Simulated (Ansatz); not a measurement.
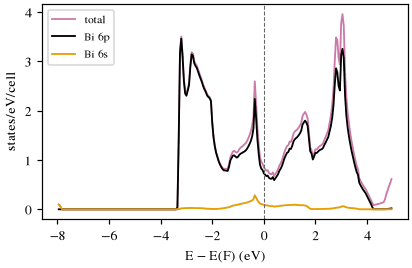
Figure: Total and projected density of states of Bi (diamond, Fd-3m), the program Ansatz at the PBE level (PAW)

Q: Which orbitals carry the states next to the Fermi level?

A: Within 0.5 eV of the Fermi level: Bi 6p 87 %, Bi 6s 10 %. Projections are on Löwdin-orthogonalised atomic valence shells; empty p or d shells of many metals are not among them.

Q: Where is the tallest occupied peak in this window, and what makes it?

A: Near -3.2 eV, about 3.5 states/eV per cell; the largest projected share is Bi 6p.

The start of the workflow was typed in or built on a structure type; neither database checked (COD, Materials Project) lists it. It is not the phase usual at ambient conditions (space group No. 166). Symmetry was held in the PBE relaxation; whether a distortion lowers the energy is not shown. Scalar-relativistic: spin–orbit coupling is off unless named, which matters more the heavier the elements.

Potentials: the later of the program's two PAW sets.
